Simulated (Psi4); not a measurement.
## Excited-state calculation of BSiH2Cl

BSiH2Cl, multiplicity 3, SMILES B[Si]Cl, computed with TDA (BP86)/def2-SVP, UKS (Psi4 1.11).

The geometry was optimised with BP86/def2-SVP.

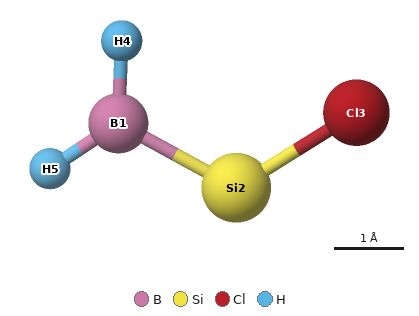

Fig. 1: The structure (ball-and-stick view, seen at a tilt; atoms are numbered from 1 in the order of the input).

## Summary

```json
{"quantity": "outcome", "value": "converged"}
{"quantity": "total energy", "value": "−775.497110 hartree"}
{"quantity": "basis functions", "value": "60"}
{"quantity": "⟨S²⟩", "value": "2.003"}
{"quantity": "dipole moment", "value": "0.69 D"}
{"quantity": "lowest excitation", "value": "3.28 eV"}
{"quantity": "hardware", "value": "1 thread of AMD EPYC (Zen 5), 16 GiB of memory available, shared host"}
{"quantity": "wall time", "value": "9.9 s"}
{"quantity": "peak memory", "value": "0.37 GiB"}
```

## Input (calc.py)
```python
import psi4

psi4.set_memory(1600000000)
psi4.set_num_threads(1)
psi4.core.set_output_file('output.dat', False)

m = psi4.geometry("""
0 3
B     -0.687799     0.381077    -0.310275
Si     0.329009    -1.151307     0.370602
Cl     2.318830    -0.878414     0.952921
H     -0.087569     1.436475    -0.357605
H     -1.838149     0.191096    -0.639441
symmetry c1
""")

psi4.set_options({
    'basis': 'def2-SVP',
    'reference': 'uks',
    'save_jk': True,
})

from psi4.driver.procrouting.response.scf_response import tdscf_excitations
e_tot, wfn = psi4.energy('bp86', return_wfn=True)
states = tdscf_excitations(wfn, states=6, tda=True)
for k, s in enumerate(states, 1):
    print(f"root {k}: {s['EXCITATION ENERGY'] * 27.211386:.4f} eV  f = {s['OSCILLATOR STRENGTH (LEN)']:.4f}  {s['SYMMETRY']}")
print(f'bp86 energy: {e_tot:.10f} Eh')
```

Command:
```bash
python calc.py
```

## The program's output
```
=> Loading Basis Set <=

    Name: DEF2-SVP
    Role: ORBITAL
    Keyword: BASIS

         ---------------------------------------------------------
                                   SCF
                              UKS Reference
                        1 Threads,   1525 MiB Core
         ---------------------------------------------------------

  ==> Geometry <==

    Molecular point group: c1
    Full point group: C1

    Geometry (in Angstrom), charge = 0, multiplicity = 3:

       Center              X                  Y                   Z               Mass
    ------------   -----------------  -----------------  -----------------  -----------------
         B           -1.751083561427     1.132569815400    -0.827185874194    11.009305360000
         SI          -0.734275561427    -0.399814184600    -0.146308874194    27.976926534650
         CL           1.255545438573    -0.126921184600     0.436010125806    34.968852682000
         H           -1.150853561427     2.187967815400    -0.874515874194     1.007825032230
         H           -2.901433561427     0.942588815400    -1.156351874194     1.007825032230

  Running in c1 symmetry.

  Rotational constants: A =      0.89203  B =      0.12335  C =      0.10837 [cm^-1]
  Rotational constants: A =  26742.24987  B =   3698.00222  C =   3248.75428 [MHz]
  Nuclear repulsion =  106.486085306558934

  Charge       = 0
  Multiplicity = 3
  Electrons    = 38
  Nalpha       = 20
  Nbeta        = 18

  ==> Algorithm <==

  SCF Algorithm Type is DF.
  DIIS enabled.
  MOM disabled.
  Fractional occupation disabled.
  Guess Type is SAD.
  Energy threshold   = 1.00e-06
  Density threshold  = 1.00e-06
  Integral threshold = 1.00e-12

  ==> Primary Basis <==

  Basis Set: DEF2-SVP
    Blend: DEF2-SVP
    Number of shells: 28
    Number of basis functions: 60
    Number of Cartesian functions: 63
    Spherical Harmonics?: true
    Max angular momentum: 2

  ==> DFT Potential <==

   => LibXC <=

    Version 7.1.2

   => Composite Functional: BP86 <=

    BP86 GGA Exchange-Correlation Functional

    Deriv               =              1
    GGA                 =           TRUE
    Meta                =          FALSE

    Exchange Hybrid     =          FALSE
    MP2 Hybrid          =          FALSE

   => Exchange Functionals <=

    1.0000     XC_GGA_X_B88

   => Correlation Functionals <=

    1.0000     XC_GGA_C_P86

   => LibXC Density Thresholds  <==

    XC_GGA_C_P86:  1.00E-15
    XC_GGA_X_B88:  1.00E-15

   => Molecular Quadrature <=

    Radial Scheme          =       TREUTLER
    Pruning Scheme         =           NONE
    Nuclear Scheme         =       TREUTLER

    Blocking Scheme        =         OCTREE
    BS radius alpha        =              1
    Pruning alpha          =              1
    Radial Points          =             75
    Spherical Points       =            302
    Total Points           =         107229
    Total Blocks           =            862
    Max Points             =            256
    Max Functions          =             60
    Weights Tolerance      =       1.00E-15

   => Loading Basis Set <=

    Name: (DEF2-SVP AUX)
    Role: JKFIT
    Keyword: DF_BASIS_SCF

  ==> Integral Setup <==

  DFHelper Memory: AOs need 0.011 GiB; user supplied 0.971 GiB.
  SCF_SUBTYPE=INCORE selected. In-core MEM_DF algorithm will be used.
  Using in-core AOs.

  ==> MemDFJK: Density-Fitted J/K Matrices <==

    J tasked:                   Yes
    K tasked:                    No
    wK tasked:                   No
    Memory [MiB]:               994
    Algorithm:                 Core
    Schwarz Cutoff:           1E-12
    Mask sparsity (%):       1.8889
    Fitting Condition:        1E-10

   => Auxiliary Basis Set <=

  Basis Set: (DEF2-SVP AUX)
    Blend: DEF2-UNIVERSAL-JKFIT
    Number of shells: 113
    Number of basis functions: 367
    Number of Cartesian functions: 439
    Spherical Harmonics?: true
    Max angular momentum: 4

  Cached 100.0% of DFT collocation blocks in 0.147 [GiB].

  Minimum eigenvalue in the overlap matrix is 7.2317142667E-03.
  Reciprocal condition number of the overlap matrix is 1.6846972562E-03.
    Using symmetric orthogonalization.

  ==> Pre-Iterations <==

  SCF Guess: Superposition of Atomic Densities via on-the-fly atomic UHF (no occupation information).

   -------------------------
    Irrep   Nso     Nmo
   -------------------------
     A         60      60
   -------------------------
    Total      60      60
   -------------------------

  ==> Iterations <==

                           Total Energy        Delta E     RMS |[F,P]|

   @DF-UKS iter SAD:  -775.09810680806811   -7.75098e+02   0.00000e+00
   @DF-UKS iter   1:  -775.24219120361397   -1.44084e-01   8.62119e-03 DIIS/ADIIS
   @DF-UKS iter   2:  -773.98021809156683    1.26197e+00   1.69535e-02 DIIS/ADIIS
   @DF-UKS iter   3:  -775.46031640247691   -1.48010e+00   3.43333e-03 DIIS/ADIIS
   @DF-UKS iter   4:  -775.48772506092519   -2.74087e-02   1.77243e-03 DIIS/ADIIS
   @DF-UKS iter   5:  -775.49492836662614   -7.20331e-03   9.07063e-04 DIIS/ADIIS
   @DF-UKS iter   6:  -775.49701649130577   -2.08812e-03   1.62350e-04 DIIS/ADIIS
   @DF-UKS iter   7:  -775.49710414068863   -8.76494e-05   4.64679e-05 DIIS
   @DF-UKS iter   8:  -775.49710957877903   -5.43809e-06   9.67868e-06 DIIS
   @DF-UKS iter   9:  -775.49710984002991   -2.61251e-07   2.75540e-06 DIIS
   @DF-UKS iter  10:  -775.49710986517516   -2.51453e-08   5.02387e-07 DIIS
  Energy and wave function converged.

  ==> Post-Iterations <==

   Electrons on quadrature grid:
      Nalpha   =   20.0000002959 ; deviation = 2.959e-07
      Nbeta    =   18.0000002869 ; deviation = 2.869e-07
      Ntotal   =   38.0000005829 ; deviation = 5.829e-07

   @Spin Contamination Metric:   3.039872085E-03
   @S^2 Expected:                2.000000000E+00
   @S^2 Observed:                2.003039872E+00
   @S   Expected:                1.000000000E+00
   @S   Observed:                1.000000000E+00

    Orbital Energies [Eh]
    ---------------------

    Alpha Occupied:

       1A   -100.716860     2A    -65.503873     3A     -9.201589
       4A     -7.029113     5A     -7.023129     6A     -7.022741
       7A     -6.553617     8A     -5.116553     9A     -3.533138
      10A     -3.532373    11A     -3.528968    12A     -0.769727
      13A     -0.509428    14A     -0.425493    15A     -0.340792
      16A     -0.328859    17A     -0.322094    18A     -0.309660
      19A     -0.219007    20A     -0.204102

    Alpha Virtual:

      21A     -0.090059    22A     -0.038046    23A      0.053456
      24A      0.100022    25A      0.109591    26A      0.144390
      27A      0.202933    28A      0.232129    29A      0.250280
      30A      0.272945    31A      0.304867    32A      0.327877
      33A      0.348347    34A      0.389986    35A      0.433260
      36A      0.436534    37A      0.482299    38A      0.573015
      39A      0.600738    40A      0.626182    41A      0.646981
      42A      0.696613    43A      0.707403    44A      0.732247
      45A      0.782488    46A      0.847664    47A      0.849367
      48A      0.893810    49A      0.909107    50A      1.080488
      51A      1.211673    52A      1.222662    53A      1.263895
      54A      1.327328    55A      1.612826    56A      1.743976
      57A      1.790660    58A      1.922646    59A      2.433792
      60A      2.443803

    Beta Occupied:

       1A   -100.715775     2A    -65.500185     3A     -9.200564
       4A     -7.027895     5A     -7.021602     6A     -7.021239
       7A     -6.546812     8A     -5.112195     9A     -3.528246
      10A     -3.526490    11A     -3.523175    12A     -0.763920
      13A     -0.480668    14A     -0.410992    15A     -0.329098
      16A     -0.314013    17A     -0.313326    18A     -0.300475

    Beta Virtual:

      19A     -0.164569    20A     -0.155501    21A     -0.041748
      22A     -0.018085    23A      0.090402    24A      0.110403
      25A      0.133134    26A      0.161828    27A      0.216529
      28A      0.250681    29A      0.273194    30A      0.310959
      31A      0.331972    32A      0.361982    33A      0.386248
      34A      0.449881    35A      0.456423    36A      0.459846
      37A      0.512913    38A      0.587165    39A      0.611399
      40A      0.642385    41A      0.675394    42A      0.704860
      43A      0.716098    44A      0.740798    45A      0.801215
      46A      0.861055    47A      0.866689    48A      0.906383
      49A      0.918565    50A      1.126625    51A      1.221939
      52A      1.230810    53A      1.291674    54A      1.358234
      55A      1.623414    56A      1.754415    57A      1.807083
      58A      1.929578    59A      2.444697    60A      2.449969

    Final Occupation by Irrep:
              A
    DOCC [    18 ]
    SOCC [     2 ]
    NA   [    20 ]
    NB   [    18 ]

  @DF-UKS Final Energy:  -775.49710986517516

   => Energetics <=

    Nuclear Repulsion Energy =            106.4860853065589339
    One-Electron Energy =               -1281.8094199699728506
    Two-Electron Energy =                 453.7640865206937519
    DFT Exchange-Correlation Energy =     -53.9378617224549473
    Empirical Dispersion Energy =           0.0000000000000000
    VV10 Nonlocal Energy =                  0.0000000000000000
    Total Energy =                       -775.4971098651751618

  UHF NO Occupations:
  HONO-2 :   18  A 1.9994146
  HONO-1 :   19  A 1.0000000
  HONO-0 :   20  A 1.0000000
  LUNO+0 :   21  A 0.0005854
  LUNO+1 :   22  A 0.0004236
  LUNO+2 :   23  A 0.0002583
  LUNO+3 :   24  A 0.0001458

Computation Completed

Properties will be evaluated at   0.000000,   0.000000,   0.000000 [a0]

Properties computed using the SCF density matrix

 Multipole Moments:

 ------------------------------------------------------------------------------------
     Multipole            Electronic (a.u.)      Nuclear  (a.u.)        Total (a.u.)
 ------------------------------------------------------------------------------------

 L = 1.  Multiply by 2.5417464519 to convert [e a0] to [Debye]
 Dipole X            :          3.1946291           -3.2943413           -0.0997122
 Dipole Y            :         -2.2121469            1.9621914           -0.2499555
 Dipole Z            :          1.5423428           -1.5173541            0.0249887
 Magnitude           :                                                    0.2702679

 ------------------------------------------------------------------------------------

	total time  =          2 seconds =       0.03 minutes

******************************************************************************************
**********                               WARNING                                **********
**********       The names of excited state variables changed between 1.5       **********
**********     and 1.6. For a quick solution, remove the symmetry specifier     **********
**********   from the variable name. For full details, see 'Notes on Psivars'   **********
**********                        in the documentation.                         **********
******************************************************************************************

         ---------------------------------------------------------
                         TDSCF excitation energies
         ---------------------------------------------------------

  ==> Options <==

     Residual threshold  : 1.0000e-04
     Initial guess       : denominators
     Reference           : UHF
     Solver type         : TDA (Davidson)

  ==> Requested Excitations <==

      6 singlet states with A symmetry

  ==> Seeking the lowest 6 singlet states with A symmetry

                         Generalized Davidson Solver

  ==> Options <==

    Max number of iterations        = 60
    Eigenvector tolerance           = 1.0000e-04
    Max number of expansion vectors = 1200

  => Iterations <=
                           Max[D[value]]     Max[|R|]   # vectors
  DavidsonSolver iter   1:   1.58033e-01  4.67447e-02     24
  DavidsonSolver iter   2:   3.57242e-03  9.96463e-03     30
  DavidsonSolver iter   3:   1.58743e-04  2.03797e-03     36
  DavidsonSolver iter   4:   4.74940e-06  2.76338e-04     42
  DavidsonSolver iter   5:   8.99293e-08  5.39490e-05     45      Converged

******************************************************************************************
**********                               WARNING                                **********
**********  Length-gauge rotatory strengths are **NOT** gauge-origin invariant  **********
******************************************************************************************

                                    Excitation Energy         Total Energy        Oscillator Strength             Rotatory Strength
     #   Sym: GS->ES (Trans)        au              eV              au          au (length)    au (velocity)    au (length)    au (velocity)
    ---- -------------------- --------------- --------------- --------------- --------------- --------------- --------------- ---------------
     1        A->A (1 A)       0.12044         3.27739        -775.37667       0.0290          0.0018          0.0001          0.0000
     2        A->A (1 A)       0.12632         3.43726        -775.37079       0.0024          0.0004         -0.0000          0.0000
     3        A->A (1 A)       0.14076         3.83019        -775.35635       0.0109          0.0012          0.0000         -0.0000
     4        A->A (1 A)       0.14451         3.93227        -775.35260       0.0023          0.0000         -0.0000          0.0000
     5        A->A (1 A)       0.14763         4.01715        -775.34948       0.0018          0.0004          0.0000          0.0000
     6        A->A (1 A)       0.15630         4.25316        -775.34081       0.0079          0.0020         -0.0000         -0.0001

Contributing excitations
Only contributions with abs(coeff) > 1.00e-01 will be printed:

Excited State    1 (1 A):   0.12044 au   378.30 nm f = 0.0290
Alpha orbitals:
  Sums of squares: Xssq =  5.939647e-01
     20a (a) ->  21a (a)    0.767406 (58.891%)
Beta orbitals:
  Sums of squares: Xssq =  4.060353e-01
     15a (b) ->  19a (b)    0.159197 ( 2.534%)
     16a (b) ->  19a (b)    0.384687 (14.798%)
     18a (b) ->  19a (b)    0.473373 (22.408%)

Excited State    2 (1 A):   0.12632 au   360.71 nm f = 0.0024
Alpha orbitals:
  Sums of squares: Xssq =  8.409571e-01
     19a (a) ->  21a (a)   -0.916088 (83.922%)
Beta orbitals:
  Sums of squares: Xssq =  1.590429e-01
     16a (b) ->  20a (b)   -0.201150 ( 4.046%)
     18a (b) ->  20a (b)   -0.313366 ( 9.820%)

Excited State    3 (1 A):   0.14076 au   323.70 nm f = 0.0109
Alpha orbitals:
  Sums of squares: Xssq =  9.890100e-02
     20a (a) ->  21a (a)   -0.295213 ( 8.715%)
Beta orbitals:
  Sums of squares: Xssq =  9.010990e-01
     15a (b) ->  19a (b)   -0.167357 ( 2.801%)
     16a (b) ->  19a (b)   -0.364674 (13.299%)
     17a (b) ->  20a (b)   -0.168224 ( 2.830%)
     18a (b) ->  19a (b)    0.841086 (70.743%)

Excited State    4 (1 A):   0.14451 au   315.30 nm f = 0.0023
Alpha orbitals:
  Sums of squares: Xssq =  9.415567e-02
     19a (a) ->  21a (a)    0.271185 ( 7.354%)
     20a (a) ->  22a (a)    0.120245 ( 1.446%)
Beta orbitals:
  Sums of squares: Xssq =  9.058443e-01
     15a (b) ->  20a (b)    0.102006 ( 1.041%)
     17a (b) ->  19a (b)    0.134947 ( 1.821%)
     18a (b) ->  20a (b)   -0.932208 (86.901%)

Excited State    5 (1 A):   0.14763 au   308.64 nm f = 0.0018
Alpha orbitals:
  Sums of squares: Xssq =  1.327715e-02
Beta orbitals:
  Sums of squares: Xssq =  9.867228e-01
     16a (b) ->  20a (b)   -0.155830 ( 2.428%)
     17a (b) ->  19a (b)    0.976503 (95.356%)

Excited State    6 (1 A):   0.15630 au   291.51 nm f = 0.0079
Alpha orbitals:
  Sums of squares: Xssq =  5.345922e-02
     20a (a) ->  21a (a)   -0.209617 ( 4.394%)
Beta orbitals:
  Sums of squares: Xssq =  9.465408e-01
     15a (b) ->  19a (b)   -0.476653 (22.720%)
     16a (b) ->  19a (b)    0.445974 (19.889%)
     17a (b) ->  20a (b)    0.703206 (49.450%)
     18a (b) ->  19a (b)    0.152924 ( 2.339%)

******************************************************************************************
**********                               WARNING                                **********
**********       The names of excited state variables changed between 1.5       **********
**********     and 1.6. For a quick solution, remove the symmetry specifier     **********
**********   from the variable name. For full details, see 'Notes on Psivars'   **********
**********                        in the documentation.                         **********
******************************************************************************************
```

## Standard output
```
root 1: 3.2774 eV  f = 0.0290  A
root 2: 3.4373 eV  f = 0.0024  A
root 3: 3.8302 eV  f = 0.0109  A
root 4: 3.9323 eV  f = 0.0023  A
root 5: 4.0172 eV  f = 0.0018  A
root 6: 4.2532 eV  f = 0.0079  A
bp86 energy: -775.4971098652 Eh
```

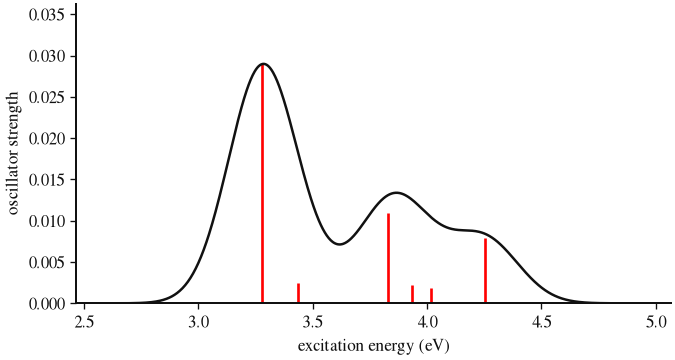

Fig. 2: Computed excitations as sticks (degenerate states added up, dark ones marked on the axis), with a Gaussian envelope of 0.35 eV full width at half maximum, scaled to the tallest. Of the 6 states the lowest lies at 3.28 eV (f = 0.029); the strongest line is at 3.28 eV, or 378 nm (f = 0.029).
